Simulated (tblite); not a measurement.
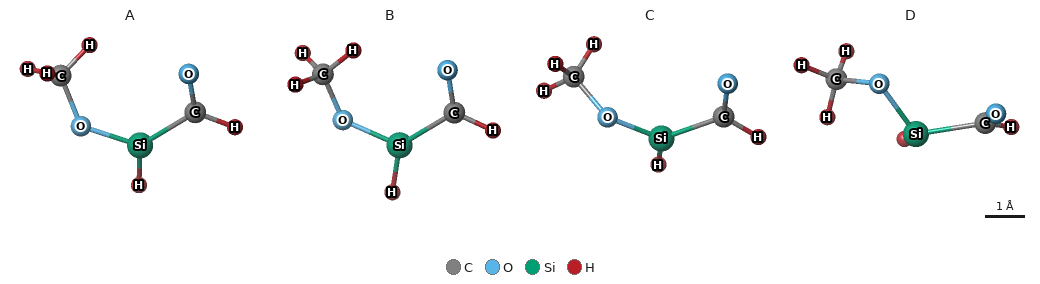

4 geometries from one relaxation of C2H5O2Si (multiplicity 2), in shuffled order. A ball-and-stick model, seen from a free direction.

All numbers below come from GFN2-xTB geometry optimisation, gas phase in tblite. 

Question: Order the frames from highest to lowest energy.

Answer: D, C, A, B. They are steps 0, 84, 105, 163, at +23.5 kcal/mol, +3.01 kcal/mol, +2.33 kcal/mol relative to the last. The energy falls by 23.5 kcal/mol in 163 geometry steps. The largest move after the best rigid fit is that of an H atom, 1.67 Å. Largest moves by element: H 1.67 Å, O 1.60 Å, Si 0.63 Å, C 0.40 Å. Among the contacts that change: O–Si 1.737 → 1.607 Å, C–H 1.059 → 1.100 Å, C–H 1.131 → 1.092 Å, C–O 1.214 → 1.246 Å. Among the angles between lasting bonds that change: C–O–Si 106.3° → 132.2°, C–Si–H 113.5° → 135.7°, O–Si–C 110.0° → 121.6°. Groups turn about C–O by about 100°. Cost: 0.66 s on 1 thread of Arm Neoverse V1 (shared host).
